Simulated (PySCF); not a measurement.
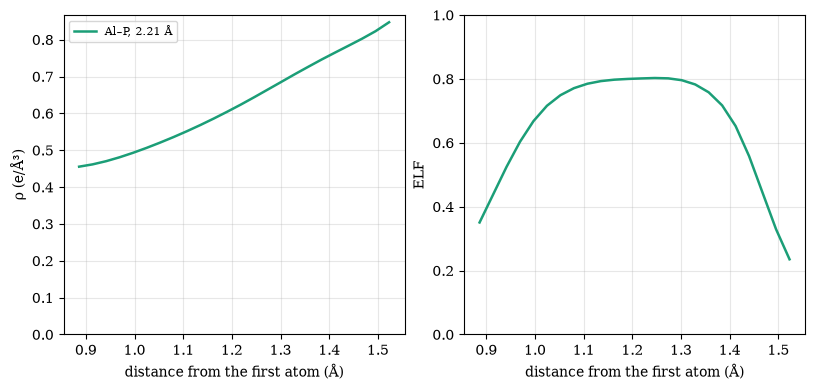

AlP (triplet). Electron density and ELF along straight lines between neighbouring atoms. The curves leave out the atomic cores.

Theory: PBE0/def2-TZVPPD, non-relativistic Hamiltonian with scalar-relativistic core potentials where named, at a bond length of 2.215 Å in PySCF.

```
atom   x (Å)   y (Å)    z (Å)
  Al  0.0000  0.0000  -1.1838
   P  0.0000  0.0000   1.0312
```

What can be read from the curves?

Answer. Al–P (2.21 Å): the density is about 0.55 e/Å³ at the midpoint; the ELF peaks at about 0.80 in the valence shell of P, 1.0 Å from its nucleus, and is about 0.80 at the midpoint.
